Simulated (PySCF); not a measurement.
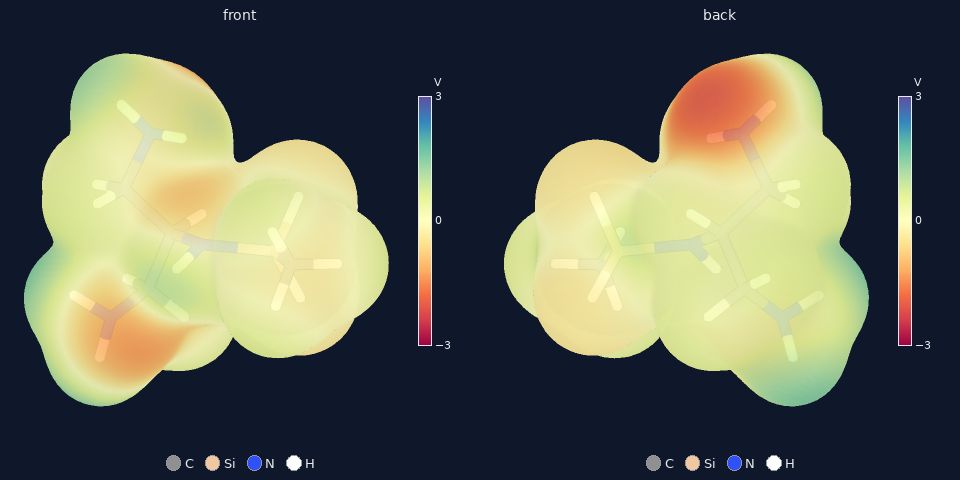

The picture shows: C4H15N3Si. The molecular electrostatic potential painted on the density surface at 0.002 e/bohr³, seen from the front and from behind; red is negative and blue positive.

Geometry: GFN2-xTB.

All numbers below come from PySCF, PBE0/pcSseg-1, SCF density, gas phase, non-relativistic.

Input file:

```
{"job": {"kind": "nmr", "xc": "PBE0", "basis": "pcSseg-1"}, "charge": 0, "multiplicity": 1}
C      3.313415    -0.407098     0.471415
Si     1.882892    -0.460063    -0.767826
N      0.478947    -0.014562     0.110861
C     -0.830960     0.086749    -0.484772
C     -1.645651    -1.193808    -0.244707
N     -1.750740    -1.470535     1.181076
C     -1.539636     1.338040     0.055338
N     -0.895073     2.515373    -0.500523
H      4.256701    -0.549004    -0.044429
H      3.230389    -1.188041     1.221101
H      3.362017     0.545811     0.988938
H      2.042150     0.554282    -1.818170
H      1.855129    -1.788856    -1.412461
H      0.390632    -0.318467     1.071500
H     -0.706071     0.220420    -1.562636
H     -2.622224    -1.098184    -0.746962
H     -1.106044    -2.027721    -0.701553
H     -2.173932    -2.379443     1.331366
H     -2.343238    -0.779583     1.629094
H     -2.586531     1.344466    -0.265483
H     -1.512645     1.310668     1.157942
H      0.107437     2.433118    -0.361253
H     -1.211716     3.353421    -0.024840
```

Run with:

```sh
OMP_NUM_THREADS=1 python probes_run.py task.json out
```

Question: Describe the electrostatic potential map.

Answer: The most negative region (about −2.0 V) lies over N8, the most positive (about +1.5 V) over H18 and H19. N8 is the likeliest acceptor of a hydrogen bond.

Question: How polar is the molecule by this calculation?

Answer: Its dipole moment is 2.41 D.
